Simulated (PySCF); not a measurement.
# C₇H₁₁NSi: what the fields show

```xyz
20

C     1.0262    2.6380    0.5995
C     0.6741    1.5017    0.4688
C     0.2859    0.1080    0.2298
C     0.5066   -0.7056    1.5089
C    -1.1378    0.0979   -0.1147
C    -2.2934    0.1008   -0.4326
C    -3.6953    0.0975   -0.7884
N     1.0463   -0.4523   -0.8805
Si    2.6721   -1.0052   -0.8057
H     1.3262    3.6337    0.7420
H     1.5414   -0.6187    1.8302
H    -0.1435   -0.3331    2.2979
H     0.2761   -1.7503    1.3167
H    -3.8463   -0.4745   -1.7036
H    -4.0407    1.1188   -0.9477
H    -4.2817   -0.3543    0.0114
H     0.7426   -0.0467   -1.7538
H     3.0023   -1.2868   -2.2011
H     2.7103   -2.2218    0.0112
H     3.6234   -0.0364   -0.2391
```

Geometry: GFN2-xTB.

Computed with PySCF, PBE0/pcSseg-1, SCF density, gas phase, non-relativistic.

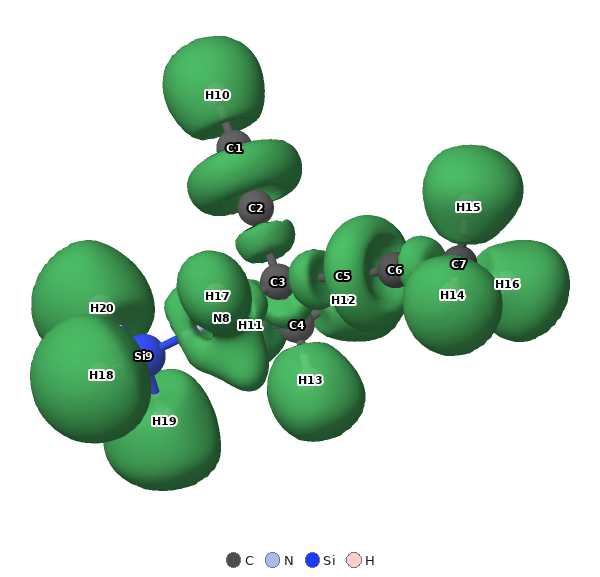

Figure 1. Isosurface of the electron localisation function at 0.75 (green), seen at a tilt. Core shells and regions of very low density are left out.

Question: Identify the bonds, lone pairs and shells in this picture.

Answer: The ELF exceeds this value in six regions between bonded C–C atoms (shared pairs), ten regions around hydrogen nuclei and one joined region spread over several atoms (H, N), in which their bonds and any lone pairs are merged. Along the contacts the grid gives the following. C–C (1.20 Å): the ELF peaks at about 0.85 between the atoms (a short, multiple covalent bond). C–N (1.46 Å): the ELF peaks at about 0.90 between the atoms; a covalent bond.

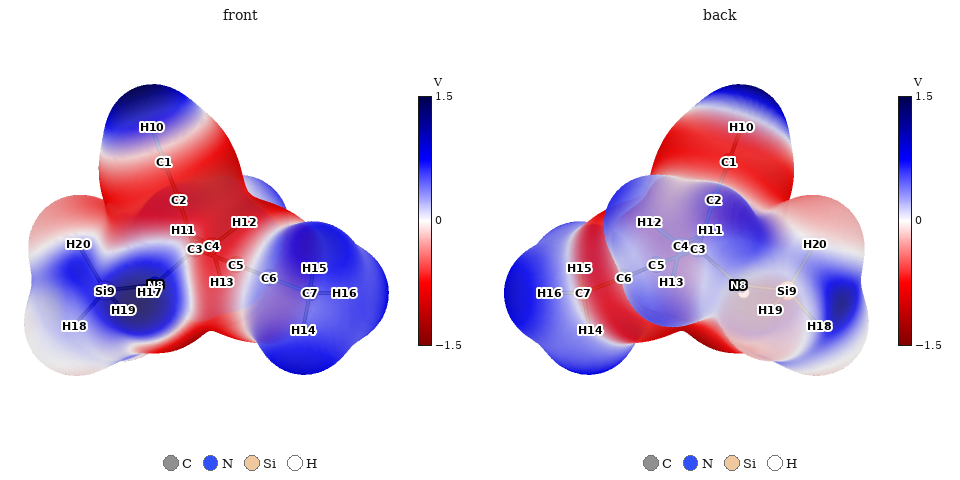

Figure 2. The molecular electrostatic potential painted on the density surface at 0.002 e/bohr³, seen from the front and from behind; the colour scale runs from red (negative) to blue (positive).

Question: Which sites attract a positive test charge, and which a negative one?

Answer: A positive charge is drawn to the negative regions and a negative charge to the positive ones. The most negative region (about −1.2 V) lies over N8, the most positive (about +1.4 V) over H10 and H17. N8 is the likeliest acceptor of a hydrogen bond.

Question: How polar is the molecule by this calculation?

Answer: Its dipole moment is 1.28 D.

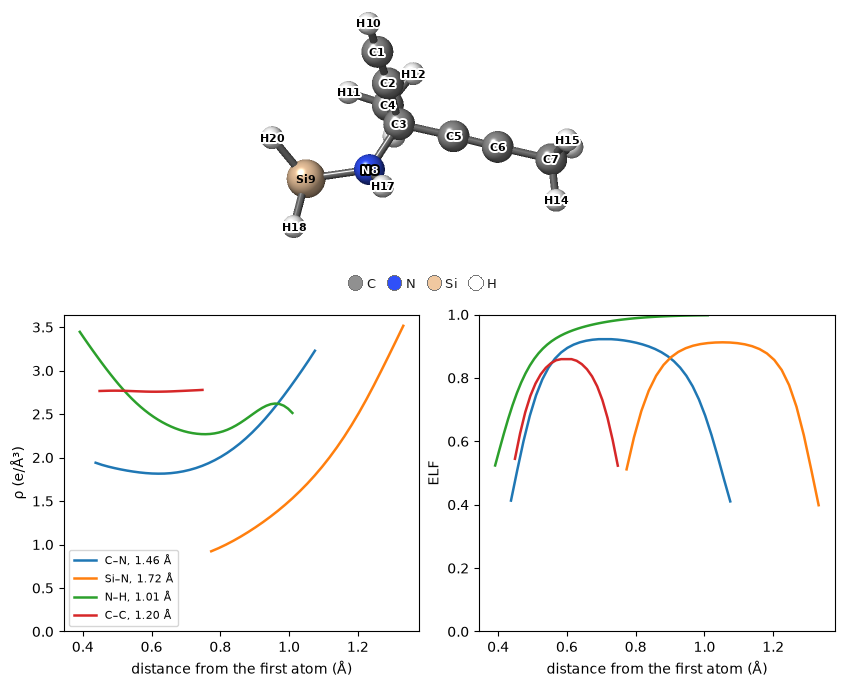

Figure 3. Electron density and electron localisation function along straight lines between neighbouring atoms. The curves leave out the atomic cores. The structure is drawn too.

Question: Compare the contacts.

Answer: C–N (1.46 Å): ρ is about 1.9 e/Å³ halfway; the ELF peaks at about 0.90 between the atoms (a covalent bond).
Si–N (1.72 Å): the density is about 1.1 e/Å³ at the midpoint; the ELF peaks at about 0.90 between the atoms, as expected for a polar covalent bond.
N–H (1.01 Å): ρ at the midpoint is about 2.8 e/Å³; the ELF climbs to about 1 towards the hydrogen, as it does in any bond to H; an ordinary covalent bond to hydrogen.
C–C (1.20 Å): ρ at the midpoint is about 2.8 e/Å³; the ELF peaks at about 0.85 between the atoms; a multiple bond.
